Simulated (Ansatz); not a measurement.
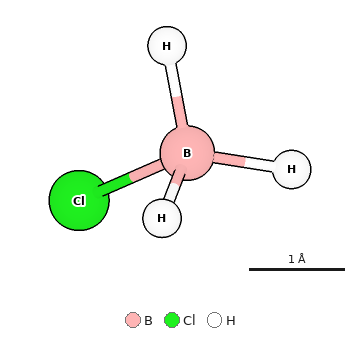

The input geometry (ball-and-stick view, seen at a tilt). Bond lengths as drawn: B–Cl 1.88 Å and B–H 1.17 Å.

Single-point calculation, with input and output: BH₃Cl (charge −4)

BH₃Cl, charge −4, multiplicity 2, computed with UHF, ccsd_t/def2-TZVPD (Ansatz 0.2.0).

Some settings of this run were made unusual or wrong on purpose. The geometry comes from this level: PBE0-D4/def2-TZVPD.

Input file
```yaml
crystal:
  periodic: [false, false, false]
  atoms:
    - {symbol: B, position_ang: [-0.001348, 0.002102, -0.171396]}
    - {symbol: Cl, position_ang: [0.013436, -0.020974, 1.708290]}
    - {symbol: H, position_ang: [1.117643, 0.011132, -0.521060]}
    - {symbol: H, position_ang: [-0.568968, 0.975218, -0.495961]}
    - {symbol: H, position_ang: [-0.560763, -0.967488, -0.519874]}
basis:
  gaussian: {orbitals: def2-TZVPD, final_grid: {core_spheres: 20, valence_spheres: 16, degree: 47}}
total_charge: -4
magnetization: {spin_polarized: true, initial_magnetization: 1}
hamiltonian: {xc: {name: HF}}
correlation: {method: ccsd_t}
```

Run on 4 threads of Arm Neoverse V1, 23 GiB of memory available, shared host.

Run as:
```bash
ansatz run in.yaml --threads 4 --pin off --events-out ev --progress --plain --max-ram 3916MiB
```

What the program printed
```
Functional definition: HF
  name "HF"
  cite "Fock, Z. Phys. 61, 126 (1930) doi:10.1007/BF01340294"
  parent pbe
  exchange = exact_x
  correlation = 0
732 factors; integrals over basis functions are off by at most 8.4e-4 eV
mean field evaluation 1: about -13046.9762 eV, gradient 9.8e1 eV
mean field evaluation 2: about -13049.0410 eV, gradient 9.8e1 eV
mean field evaluation 4: about -13113.9582 eV, gradient 9.3e1 eV
mean field evaluation 8: about -13200.1965 eV, gradient 4.9e-1 eV
mean field evaluation 16: about -13201.7219 eV, gradient 9.5e-5 eV
mean field evaluation 32: about -13201.6317 eV, gradient 4.8e-1 eV
mean field evaluation 64: about -13201.7219 eV, gradient 1.1e-5 eV
mean field evaluation 96: about -13201.7067 eV, gradient 1.9e-1 eV
mean field evaluation 128: about -13201.1575 eV, gradient 7.6e-1 eV
mean field evaluation 160: about -13092.7762 eV, gradient 9.9e1 eV
mean field evaluation 192: about -13166.7401 eV, gradient 4.5e1 eV
mean field evaluation 224: about -13201.6313 eV, gradient 1.2e0 eV
mean field evaluation 256: about -13200.9836 eV, gradient 6.5e-3 eV
mean field evaluation 288: about -13200.4574 eV, gradient 1.1e0 eV
mean field evaluation 320: about -13200.7480 eV, gradient 8.1e-2 eV
mean field evaluation 352: about -13200.1962 eV, gradient 5.9e-2 eV
mean field evaluation 384: about -13200.1921 eV, gradient 1.1e-2 eV
mean field evaluation 416: about -13199.4643 eV, gradient 1.5e-2 eV
mean field evaluation 448: about -13199.6135 eV, gradient 1.0e-2 eV
mean field evaluation 480: about -13199.0668 eV, gradient 2.9e-2 eV
mean field evaluation 512: about -13198.3207 eV, gradient 2.7e-1 eV
mean field evaluation 544: about -13198.2821 eV, gradient 7.4e-3 eV
mean field evaluation 576: about -13198.2738 eV, gradient 6.0e-3 eV
mean field evaluation 608: about -13094.5683 eV, gradient 9.8e1 eV
mean field evaluation 640: about -13134.2193 eV, gradient 6.7e1 eV
mean field evaluation 672: about -13166.2442 eV, gradient 1.5e1 eV
mean field evaluation 704: about -13176.1454 eV, gradient 4.3e0 eV
mean field evaluation 736: about -13173.6185 eV, gradient 5.4e0 eV
mean field evaluation 768: about -13170.7645 eV, gradient 1.5e1 eV
mean field evaluation 800: about -13165.9083 eV, gradient 1.6e1 eV
mean field evaluation 832: about -13174.9174 eV, gradient 5.8e0 eV
mean field evaluation 864: about -13201.6875 eV, gradient 6.9e-1 eV
mean field evaluation 896: about -13200.9813 eV, gradient 1.6e-3 eV
mean field evaluation 928: about -13200.4026 eV, gradient 9.1e-1 eV
mean field evaluation 960: about -13200.2034 eV, gradient 7.4e-2 eV
mean field evaluation 992: about -13200.0281 eV, gradient 4.2e-4 eV
mean field evaluation 1024: about -13200.0310 eV, gradient 1.8e-3 eV
mean field evaluation 1056: about -13198.0666 eV, gradient 6.0e-1 eV
a density is far from that of the atoms, so the factors are made again for it
824 factors; integrals over basis functions are off by at most 8.2e-4 eV
mean field evaluation 1088: about -13201.7223 eV, gradient 8.9e-6 eV
mean field evaluation 1120: about -13201.7223 eV, gradient 1.7e-6 eV
mean field evaluation 1152: about -13201.7091 eV, gradient 2.3e-1 eV
mean field evaluation 1184: about -13090.7803 eV, gradient 1.0e2 eV
mean field evaluation 1216: about -13132.0822 eV, gradient 6.8e1 eV
mean field evaluation 1248: about -13201.7214 eV, gradient 3.8e-1 eV
mean field evaluation 1280: about -13200.9868 eV, gradient 1.6e-1 eV
mean field evaluation 1312: about -13200.7279 eV, gradient 2.7e-2 eV
mean field evaluation 1344: about -13200.7472 eV, gradient 8.2e-2 eV
mean field evaluation 1376: about -13200.1980 eV, gradient 1.3e-3 eV
mean field evaluation 1408: about -13199.4659 eV, gradient 4.7e-3 eV
mean field evaluation 1440: about -13199.6258 eV, gradient 1.2e-3 eV
mean field evaluation 1472: about -13199.0749 eV, gradient 2.4e-3 eV
mean field evaluation 1504: about -13198.2853 eV, gradient 8.4e-4 eV
mean field evaluation 1536: about -13090.4931 eV, gradient 1.0e2 eV
mean field evaluation 1568: about -13174.1115 eV, gradient 9.0e0 eV
mean field evaluation 1600: about -13172.0943 eV, gradient 1.5e1 eV
mean field evaluation 1632: about -13167.5848 eV, gradient 1.2e1 eV
mean field evaluation 1664: about -13176.5290 eV, gradient 4.4e0 eV
mean field evaluation 1696: about -13173.5191 eV, gradient 5.1e0 eV
mean field evaluation 1728: about -13170.6247 eV, gradient 1.4e1 eV
mean field evaluation 1760: about -13168.9318 eV, gradient 1.7e1 eV
mean field evaluation 1792: about -13174.5978 eV, gradient 8.4e0 eV
mean field -13201.72234195 eV, -485.1543476178 hartree, gradient 2.9e-6 eV, S^2 0.750296; 20 other end points of the search recorded, 0 dependent functions left out
determinant -13201.72234195 eV, -485.1543476178 hartree, with singles and doubles -13212.36243761 eV, -485.5453639212 hartree
determinant -13200.98665285 eV, -485.1273115422 hartree, with singles and doubles -13211.55052603 eV, -485.5155267212 hartree
determinant -13200.74024470 eV, -485.1182562098 hartree, with singles and doubles -13211.46497321 eV, -485.5123827127 hartree
determinant -13200.72801398 eV, -485.1178067391 hartree, with singles and doubles -13211.52885993 eV, -485.5147305067 hartree
determinant -13200.19796671 eV, -485.0983278609 hartree, with singles and doubles -13211.18191440 eV, -485.5019804933 hartree
determinant -13199.85740640 eV, -485.0858125004 hartree, with singles and doubles -13210.63258092 eV, -485.4817928604 hartree
determinant -13199.62583550 eV, -485.0773024270 hartree, with singles and doubles -13210.35820285 eV, -485.4717096523 hartree
determinant -13199.46590107 eV, -485.0714249449 hartree, with singles and doubles -13210.49618828 eV, -485.4767805234 hartree
determinant -13199.07490401 eV, -485.0570560681 hartree, with singles and doubles -13209.99114519 eV, -485.4582205322 hartree
determinant -13198.28531448 eV, -485.0280391881 hartree, with no singles and doubles
determinant -13198.27398270 eV, -485.0276227526 hartree, with no singles and doubles
determinant -13201.72234195 eV, -485.1543476178 hartree, with singles and doubles -13212.28391118 eV, -485.5424781281 hartree
determinant -13200.98665285 eV, -485.1273115422 hartree, with singles and doubles -13211.47690796 eV, -485.5128213067 hartree
determinant -13200.74024470 eV, -485.1182562098 hartree, with singles and doubles -13211.38814759 eV, -485.5095594236 hartree
determinant -13200.72801398 eV, -485.1178067391 hartree, with singles and doubles -13211.44619629 eV, -485.5116926736 hartree
determinant -13200.19796671 eV, -485.0983278609 hartree, with singles and doubles -13211.08116879 eV, -485.4982781607 hartree
determinant -13199.85740640 eV, -485.0858125004 hartree, with singles and doubles -13210.57371655 eV, -485.4796296348 hartree
determinant -13199.62583550 eV, -485.0773024270 hartree, with singles and doubles -13210.28287831 eV, -485.4689415266 hartree
determinant -13199.46590107 eV, -485.0714249449 hartree, with singles and doubles -13210.43791643 eV, -485.4746390723 hartree
determinant -13199.07490401 eV, -485.0570560681 hartree, with singles and doubles -13209.91204970 eV, -485.4553138266 hartree
6 core orbitals not correlated: weight in the atoms' cores, before any rotation towards them, 1.000 or more for the frozen orbitals, at most 0.000 for the correlated occupied ones
reference -13201.72234195 eV, -485.1543476178 hartree; 9, 8 occupied and 95, 96 virtual orbitals, 824 factors
second order -9.55469642 eV of doubles, -0.00000000 eV of singles
cycle   1  -10.56266025 eV  change   -1.1e-3 eV  update   1.1e-3
cycle   2  -10.56302487 eV  change   -3.6e-4 eV  update   7.5e-4
cycle   3  -10.56306269 eV  change   -3.8e-5 eV  update   4.3e-4
cycle   4  -10.56284696 eV  change    2.2e-4 eV  update   1.1e-4
cycle   5  -10.56291642 eV  change   -6.9e-5 eV  update   4.3e-5
cycle   6  -10.56299558 eV  change   -7.9e-5 eV  update   1.1e-5
cycle   7  -10.56299836 eV  change   -2.8e-6 eV  update   3.8e-6
perturbative correction -0.44161635 eV, -0.0162291017 hartree
Total energy: -13212.72695666 eV, -485.5587597492 hartree
```

What the run reported

```csv
quantity,value
outcome,converged
total energy,−13212.7270 eV
mean-field energy,−13201.7223 eV
CCSD correlation,−10.5630 eV
(T) correction,−0.4416 eV
T1 diagnostic,0.016
⟨S²⟩,0.750
SCF solution under orbital rotations,stable
wall time,66 s (CPU time 4 min)
peak memory,0.99 GiB
```

A setting was made wrong on purpose: charge. The run converged all the same; its numbers are those of the faulty input and shouldn't be used.
